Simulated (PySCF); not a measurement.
# C₅H₃S−: magnetic properties

Aim: compute the magnetic properties of C₅H₃S− (`C#CC([S-])C#C`).

Programs: PySCF 2.14.0, with routines of our own; each step states its level. All values are computed. Atoms count from 0.

## (1) The starting structure

9 atoms, charge -1, multiplicity 1; geometry from: GFN2-xTB.

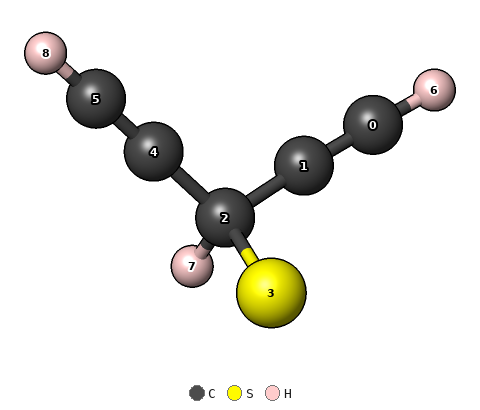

The starting geometry (carbon dark grey, sulfur yellow, hydrogen pink).

## (2) Magnetic properties: GIAO PBE/aug-pcSseg-1

The job: settings as JSON, then the geometry in Å.

```
{"job": {"kind": "mag", "xc": "PBE", "basis": "aug-pcSseg-1", "isotopologues": 2}, "charge": -1, "multiplicity": 1}
C      2.177593    -0.736494    -0.169940
C      0.979725    -0.667476    -0.161404
C     -0.461385    -0.623442    -0.053286
S     -0.984137    -1.406099     1.535049
C     -0.933830     0.742307    -0.098141
C     -1.349377     1.866882    -0.049976
H      3.225206    -0.810055    -0.162176
H     -0.915791    -1.205891    -0.871964
H     -1.724444     2.846260     0.006659
```

Method: GIAO PBE/aug-pcSseg-1 magnetisability, rotational g tensor and spin-rotation constants, non-relativistic, gas phase.

On the command line:

```
> OMP_NUM_THREADS=1 python excited_run.py task.json out
```

This one command runs all jobs of the session in turn.

The log of the run:

```text
coarse grid: 8920 points
cycle   1  E = -589.7682792639  dE =  7.208e-01  |g| = 6.583e-01  |ddm| = 6.399e+00
cycle   2  E = -586.7074706432  dE =  3.061e+00  |g| = 1.863e+00  |ddm| = 1.772e+03
cycle   3  E = -589.6418763042  dE = -2.934e+00  |g| = 9.101e-01  |ddm| = 1.771e+03
cycle   4  E = -589.8694558167  dE = -2.276e-01  |g| = 3.449e-01  |ddm| = 1.696e+00
cycle   5  E = -589.8872845992  dE = -1.783e-02  |g| = 2.955e-01  |ddm| = 9.836e-01
cycle   6  E = -589.9147628197  dE = -2.748e-02  |g| = 6.794e-02  |ddm| = 1.922e+00
cycle   7  E = -589.9159211539  dE = -1.158e-03  |g| = 3.261e-02  |ddm| = 7.538e-01
cycle   8  E = -589.9162150259  dE = -2.939e-04  |g| = 7.915e-03  |ddm| = 1.312e-01
cycle   9  E = -589.9162294010  dE = -1.438e-05  |g| = 1.711e-03  |ddm| = 4.393e-02
cycle  10  E = -589.9162302868  dE = -8.858e-07  |g| = 5.816e-04  |ddm| = 1.378e-02
final grid: 83904 points
cycle  11  E = -589.9712232248  dE = -1.606e-05  |g| = 1.101e-02  |ddm| = 2.359e-01
cycle  12  E = -589.9711130581  dE =  1.102e-04  |g| = 2.193e-02  |ddm| = 1.494e-01
cycle  13  E = -589.9712518054  dE = -1.387e-04  |g| = 4.897e-03  |ddm| = 1.315e-01
cycle  14  E = -589.9712571937  dE = -5.388e-06  |g| = 1.540e-03  |ddm| = 1.011e-02
cycle  15  E = -589.9712579449  dE = -7.512e-07  |g| = 2.754e-04  |ddm| = 1.446e-02
cycle  16  E = -589.9712579571  dE = -1.226e-08  |g| = 1.821e-04  |ddm| = 1.987e-03
cycle  17  E = -589.9712579652  dE = -8.081e-09  |g| = 5.204e-05  |ddm| = 4.205e-04
cycle  18  E = -589.9712579659  dE = -7.105e-10  |g| = 7.136e-06  |ddm| = 3.154e-04
converged SCF energy = -589.9712579659

Magnetisability tensor (1e-30 J/T^2)
    -1062.76        3.81       85.07
        3.81    -1068.73      118.17
       85.07      118.17    -1127.19
isotropic -1086.23   principal values   -1244.27  -1068.46   -945.96
isotropic susceptibility -65.414 1e-6 cm^3/mol

Inertial axes            a          b          c
rot. const./GHz      3.2448     2.8274     1.6104
chi total           -64.344    -73.806    -58.093
chi diamagnetic    -448.899   -514.436   -818.089
chi paramagnetic    384.555    440.631    759.997
quadrupole/D A        5.190    -13.004      7.813
g nuclear            0.5340     0.5666     0.5432
g electronic        -0.5862    -0.5853    -0.5750
g total             -0.0522    -0.0187    -0.0318

Spin-rotation constants (kHz, H = +C I.J)
atom  isotope        aa         bb         cc
  6     1H        0.004     -0.241     -0.137
  7     1H       -0.183     -0.252      0.113
  8     1H        0.004     -0.242     -0.137
  0    13C*       0.487      0.743      0.416
  1    13C*       0.350      1.007      0.614
  2    13C*       0.514      0.465      0.276
  3    33S*       1.383      0.430      0.766
* in the singly substituted isotopologue

Isotopologues: g along a, b, c
2H    at 6,7,8             -0.0496    -0.0168    -0.0295
13C   at 0                 -0.0515    -0.0185    -0.0312
```

Run time: 46 s. Hardware: 1 thread of Intel Xeon Platinum 8259CL at 2.50GHz, shared host; peak memory 0.57 GiB.

From this job:

```
              quantity                      value
       magnetisability           -1086·10⁻³⁰ J/T²
  molar susceptibility         -65.4·10⁻⁶ cm³/mol
rotational g (a, b, c)  -0.0522, -0.0187, -0.0318
```

## (3) Magnetic properties: GIAO revPBE/6-31G

Settings changed since step 2:

```diff
@@ -1,2 +1,2 @@
-{"job": {"kind": "mag", "xc": "PBE", "basis": "aug-pcSseg-1", "isotopologues": 2}, "charge": -1, "multiplicity": 1}
+{"job": {"kind": "mag", "xc": "revPBE", "basis": "6-31G", "scf": {"conv": 1e-06}}, "charge": -1, "multiplicity": 1}
 C      2.177593    -0.736494    -0.169940
```

With the program's defaults for keys left out, this is: GIAO revPBE/6-31G magnetisability, rotational g tensor and spin-rotation constants, non-relativistic, gas phase.

The log of the run:

```text
final grid: 83904 points
cycle   1  E = -590.0843869545  dE =  7.759e-01  |g| = 5.465e-01  |ddm| = 3.882e+00
cycle   2  E = -590.0129615054  dE =  7.143e-02  |g| = 6.923e-01  |ddm| = 3.233e+00
cycle   3  E = -590.1859054023  dE = -1.729e-01  |g| = 1.887e-01  |ddm| = 2.482e+00
cycle   4  E = -590.1985267727  dE = -1.262e-02  |g| = 4.128e-02  |ddm| = 5.103e-01
cycle   5  E = -590.1979581783  dE =  5.686e-04  |g| = 6.368e-02  |ddm| = 1.009e-01
cycle   6  E = -590.1990057896  dE = -1.048e-03  |g| = 6.346e-03  |ddm| = 7.841e-02
cycle   7  E = -590.1990174683  dE = -1.168e-05  |g| = 1.635e-03  |ddm| = 1.493e-02
cycle   8  E = -590.1990181812  dE = -7.129e-07  |g| = 2.403e-04  |ddm| = 3.839e-03
converged SCF energy = -590.1990181812

Magnetisability tensor (1e-30 J/T^2)
    -1049.43       -5.64       58.01
       -5.64    -1058.57       81.11
       58.01       81.11    -1098.68
isotropic -1068.89   principal values   -1181.27  -1047.22   -978.19
isotropic susceptibility -64.370 1e-6 cm^3/mol

Inertial axes            a          b          c
rot. const./GHz      3.2448     2.8274     1.6104
chi total           -63.065    -70.455    -59.591
chi diamagnetic    -441.864   -508.429   -811.089
chi paramagnetic    378.799    437.974    751.498
quadrupole/D A        4.588    -11.860      7.271
g nuclear            0.5340     0.5666     0.5432
g electronic        -0.5774    -0.5818    -0.5686
g total             -0.0434    -0.0152    -0.0254

Spin-rotation constants (kHz, H = +C I.J)
atom  isotope        aa         bb         cc
  6     1H       -0.019     -0.263     -0.147
  7     1H       -0.246     -0.259      0.091
  8     1H       -0.020     -0.264     -0.146
  0    13C*       0.411      0.623      0.351
  1    13C*       0.291      0.830      0.501
  2    13C*       0.434      0.393      0.238
  3    33S*       1.193      0.305      0.654
* in the singly substituted isotopologue
```

It took 10 s on 1 thread of Intel Xeon Platinum 8259CL at 2.50GHz, shared host; peak memory 0.48 GiB.

In short:

```
              quantity                      value
       magnetisability           -1069·10⁻³⁰ J/T²
  molar susceptibility         -64.4·10⁻⁶ cm³/mol
rotational g (a, b, c)  -0.0434, -0.0152, -0.0254
```

## (4) Magnetic properties: GIAO KT1/STO-3G

Settings changed since step 3:

```diff
@@ -1,2 +1,2 @@
-{"job": {"kind": "mag", "xc": "revPBE", "basis": "6-31G", "scf": {"conv": 1e-06}}, "charge": -1, "multiplicity": 1}
+{"job": {"kind": "mag", "xc": "KT1", "basis": "STO-3G", "scf": {"guess": "sap"}}, "charge": -1, "multiplicity": 1}
 C      2.177593    -0.736494    -0.169940
```

With the program's defaults for keys left out, this is: GIAO KT1/STO-3G magnetisability, rotational g tensor and spin-rotation constants, non-relativistic, gas phase.

The log of the run:

```text
final grid: 83904 points
cycle   1  E = -583.5602960779  dE = -5.421e-01  |g| = 2.997e+00  |ddm| = 8.476e+00
cycle   2  E = -567.7280025117  dE =  1.583e+01  |g| = 5.127e+00  |ddm| = 1.456e+01
cycle   3  E = -587.5962121787  dE = -1.987e+01  |g| = 9.911e-01  |ddm| = 1.337e+01
cycle   4  E = -585.5767799009  dE =  2.019e+00  |g| = 2.048e+00  |ddm| = 5.486e+00
cycle   5  E = -587.9759453849  dE = -2.399e+00  |g| = 4.756e-01  |ddm| = 4.912e+00
cycle   6  E = -588.0532263022  dE = -7.728e-02  |g| = 2.207e-01  |ddm| = 1.548e+00
cycle   7  E = -588.0754014072  dE = -2.218e-02  |g| = 5.859e-02  |ddm| = 5.714e-01
cycle   8  E = -588.0756518437  dE = -2.504e-04  |g| = 4.431e-02  |ddm| = 6.759e-02
cycle   9  E = -588.0759659444  dE = -3.141e-04  |g| = 3.286e-02  |ddm| = 4.358e-02
cycle  10  E = -588.0764360588  dE = -4.701e-04  |g| = 6.359e-03  |ddm| = 6.432e-02
cycle  11  E = -588.0764542696  dE = -1.821e-05  |g| = 1.222e-03  |ddm| = 1.564e-02
cycle  12  E = -588.0764549576  dE = -6.880e-07  |g| = 4.310e-04  |ddm| = 4.800e-03
cycle  13  E = -588.0764550536  dE = -9.607e-08  |g| = 5.862e-05  |ddm| = 1.272e-03
cycle  14  E = -588.0764550557  dE = -2.016e-09  |g| = 1.171e-05  |ddm| = 2.003e-04
cycle  15  E = -588.0764550557  dE = -7.344e-11  |g| = 1.089e-06  |ddm| = 3.130e-05
converged SCF energy = -588.0764550557

Magnetisability tensor (1e-30 J/T^2)
     -948.71      -38.54       13.92
      -38.54     -973.75       19.96
       13.92       19.96     -952.23
isotropic -958.23   principal values   -1011.70   -942.28   -920.70
isotropic susceptibility -57.706 1e-6 cm^3/mol

Inertial axes            a          b          c
rot. const./GHz      3.2448     2.8274     1.6104
chi total           -55.446    -60.665    -57.006
chi diamagnetic    -428.171   -499.884   -799.911
chi paramagnetic    372.725    439.218    742.904
quadrupole/D A        0.251     -7.455      7.204
g nuclear            0.5340     0.5666     0.5432
g electronic        -0.5682    -0.5834    -0.5621
g total             -0.0341    -0.0168    -0.0189

Spin-rotation constants (kHz, H = +C I.J)
atom  isotope        aa         bb         cc
  6     1H        0.021     -0.224     -0.127
  7     1H       -0.306     -0.244      0.067
  8     1H        0.021     -0.224     -0.127
  0    13C*       0.496      0.420      0.242
  1    13C*       0.285      0.521      0.268
  2    13C*       0.331      0.209      0.189
  3    33S*       1.605      0.413      0.629
* in the singly substituted isotopologue
```

It took 7.6 s on 1 thread of Intel Xeon Platinum 8259CL at 2.50GHz, shared host; peak memory 0.4 GiB.

Key values:

```
              quantity                      value
       magnetisability            -958·10⁻³⁰ J/T²
  molar susceptibility         -57.7·10⁻⁶ cm³/mol
rotational g (a, b, c)  -0.0341, -0.0168, -0.0189
```

## (5) The levels compared

```
                level  ξ (10⁻³⁰ J/T²)     g(a)     g(b)  gap (eV)  functions   time
GIAO PBE/aug-pcSseg-1           -1086  -0.0522  -0.0187      1.90        190   46 s
    GIAO revPBE/6-31G           -1069  -0.0434  -0.0152      3.14         64   10 s
      GIAO KT1/STO-3G            -958  -0.0341  -0.0168      1.88         37  7.6 s
```

## (6) Outcome

| quantity | value |
| --- | --- |
| magnetisability (step 2, GIAO PBE/aug-pcSseg-1) | -1086·10⁻³⁰ J/T² |
| molar susceptibility (step 2, GIAO PBE/aug-pcSseg-1) | -65.4·10⁻⁶ cm³/mol |
| rotational g (a, b, c) (step 2, GIAO PBE/aug-pcSseg-1) | -0.0522, -0.0187, -0.0318 |
| magnetisability over the levels | -1086 to -1069·10⁻³⁰ J/T² |

**Reading.** For an ion, the motion of the centre of mass in the field is left out. GIAO KT1/STO-3G has a minimal basis, so it is left out of the spread where two other levels stand. The magnetisability spreads by 1.6 % over 2 levels, from GIAO PBE/aug-pcSseg-1 (46 s) to GIAO revPBE/6-31G (10 s); the runs took 10 s to 46 s. Two levels can agree by chance, so this spread shows no convergence. Vibrational averaging and real surroundings are missing from these values.
